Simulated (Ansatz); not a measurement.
# Ligand exchange: CH3Na + Mo(OH)2O2 → NaOH + Mo(CH3)(OH)O2

Gas-phase species: CH3Na `[CH3][Na]`, singlet; Mo(OH)2O2 (molybdic acid), singlet; NaOH `[OH][Na]`, singlet; Mo(CH3)(OH)O2, singlet. The partners trade CH3 for OH: Na–CH3 and Mo–OH bonds give way to Na–OH and Mo–CH3.

Shapes, held fixed at every level: PBE0-D4/def2-TZVP. Flexible molecules stand in one conformer, not always the lowest. Programs: Ansatz 0.2.0. The zero-point and thermal change to 298 K, harmonic and unscaled (PBE0-D4/def2-TZVP), is +3.4 kJ/mol.

```csv
level,kind,ΔH(298 K) (kJ/mol),less CCSD(T)/def2-TZVPP
HF/def2-SVP,Hartree–Fock,-28.7,-4.2
HF/def2-TZVPP,Hartree–Fock,-31.6,-7.1
r2SCAN-D4/def2-TZVPP,meta-GGA,-17.0,+7.5
MP2/def2-SVP,perturbation theory,-19.3,+5.2
CCSD(T)/def2-SVP,coupled cluster or CI,-21.9,+2.6
CCSD/def2-SVP,coupled cluster or CI,-27.8,-3.3
CCSD/def2-TZVPP,coupled cluster or CI,-30.0,-5.5
CCSD(T)/def2-TZVPP,coupled cluster or CI,-24.5,0.0
```

The highest level, CCSD(T)/def2-TZVPP, gives ΔH(298 K) = -24.5 kJ/mol; the levels span -31.6 to -17.0. The column of differences is taken from that level and isn't an error. No measured value is set beside it here. For atoms past krypton def2 sets carry core potentials with scalar relativity. Outer-core shells of Mo, Na are correlated, in sets that cover them unevenly. Sets without diffuse functions underbind ionic bonds of s-block metals.

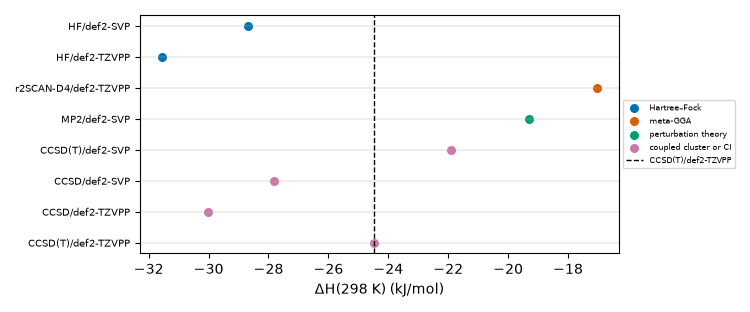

The values of the table, level by level.
